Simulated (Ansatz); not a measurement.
**BNH2 (SMILES B[N]) at UCAM-B3LYP/STO-3G**

What is the vertical ionisation energy of BNH2 at UCAM-B3LYP/STO-3G? 

Program for the calculation: Ansatz 0.2.0.

50 further runs of the same task are left out: 50 set aside as unsound or not needed.

**1. The system as given**

BNH2 has 4 atoms, charge 0, and is taken as a triplet. As SMILES, `B[N]`. Geometry: relaxed at GFN2-xTB.

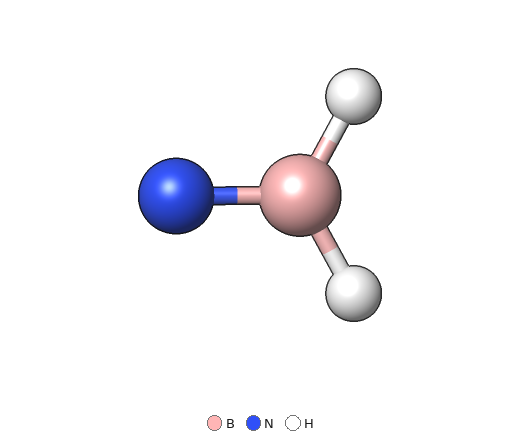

The structure, seen from a chosen angle (boron pink, nitrogen blue, hydrogen white).

**2. The energy at UCAM-B3LYP/STO-3G**

in.yaml reads:

```yaml
basis:
  gaussian: {orbitals: STO-3G}
crystal:
  periodic: [false, false, false]
  atoms:
    - {symbol: B, position_ang: [-0.035750, 0.006580, -0.023930]}
    - {symbol: N, position_ang: [1.041780, -0.191660, 0.697680]}
    - {symbol: H, position_ang: [-1.056920, -0.473990, 0.334600]}
    - {symbol: H, position_ang: [0.050890, 0.659060, -1.008340]}
magnetization: {spin_polarized: true, initial_magnetization: 2}
hamiltonian: {xc: {name: CAM-B3LYP}}
accuracy: high
```

Command:

```
ansatz run in.yaml --threads 1 --pin off --max-ram 2610MiB --events-out events.jsonl --progress --plain --runs-dir runs
```

Log:

```text
Warning: RAYON_NUM_THREADS=1 ignored (pool sized by the plan → 1); use --threads N
Functional definition: CAM-B3LYP
  name "CAM-B3LYP"
  parameter alpha = 0.19
  parameter beta = 0.46
  parameter omega = 0.33/bohr
  parameter ac = 0.81
  exchange = (1 - alpha - beta)*b88_x + beta*b88_x_sr(omega) + alpha*exact_x + beta*exact_x_lr(omega)
  correlation = (1 - ac)*vwn5_c + ac*lyp_c
188 factors; integrals over basis functions are off by at most 8.2e-9 eV
123 factors; integrals over basis functions are off by at most 1.2e-9 eV
mean field evaluation 1: about -2164.5128 eV, gradient 8.1e0 eV
mean field evaluation 2: about -2164.9603 eV, gradient 4.5e0 eV
mean field evaluation 4: about -2165.0925 eV, gradient 1.4e-1 eV
mean field evaluation 8: about -2165.0680 eV, gradient 1.6e-3 eV
mean field evaluation 16: about -2165.0680 eV, gradient 1.9e-6 eV
mean field -2165.06803085 eV, -79.5647825980 hartree, gradient 6.6e-8 eV, S^2 2.002253; 2 other end points of the search recorded, 0 dependent functions left out
reference -2165.06804121 eV, -79.5647829788 hartree; 8, 6 occupied and 4, 6 virtual orbitals, 188 factors
Total energy: -2165.06804121 eV, -79.5647829788 hartree
```

It took 1.4 s on 1 thread of Arm Neoverse V1, shared host; peak memory 0.1 GiB.

**3. The doublet cation**

Edit in.yaml of step 2 so:

```diff
@@ -1,3 +1 @@
-basis:
-  gaussian: {orbitals: STO-3G}
 crystal:
@@ -9,3 +7,6 @@
     - {symbol: H, position_ang: [0.050890, 0.659060, -1.008340]}
-magnetization: {spin_polarized: true, initial_magnetization: 2}
+basis:
+  gaussian: {orbitals: STO-3G}
+total_charge: 1
+magnetization: {spin_polarized: true, initial_magnetization: 1}
 hamiltonian: {xc: {name: CAM-B3LYP}}
```

Command:

```
ansatz run in.yaml --threads 1 --pin off --max-ram 2610MiB --events-out events.jsonl --progress --plain --runs-dir runs
```

Log (excerpt; [...] marks lines left out):

```text
Warning: RAYON_NUM_THREADS=1 ignored (pool sized by the plan → 1); use --threads N
[... 2 set-up lines as earlier in the session ...]
[...]
188 factors; integrals over basis functions are off by at most 8.2e-9 eV
121 factors; integrals over basis functions are off by at most 1.2e-9 eV
[...]
mean field -2155.17975349 eV, -79.2013951074 hartree, gradient 1.1e-8 eV, S^2 0.767636; 3 other end points of the search recorded, 0 dependent functions left out
reference -2155.17976437 eV, -79.2013955075 hartree; 7, 6 occupied and 5, 6 virtual orbitals, 188 factors
Total energy: -2155.17976437 eV, -79.2013955075 hartree
```

Wall time 1.6 s (1 thread of Arm Neoverse V1, shared host); peak memory 0.1 GiB.

**4. Outcome**

At UCAM-B3LYP/STO-3G:

```
                                          quantity         value
                        triplet BNH2: total energy  -79.56478 Eh
                                triplet BNH2: ⟨S²⟩         2.002
                      doublet cation: total energy  -79.20140 Eh
                              doublet cation: ⟨S²⟩         0.768
vertical ionisation energy (to the doublet cation)      9.888 eV
```

**Reading.** The vertical ionisation energy comes to 9.89 eV (954 kJ/mol). In a minimal basis such a difference can be off by several eV, whatever the method.
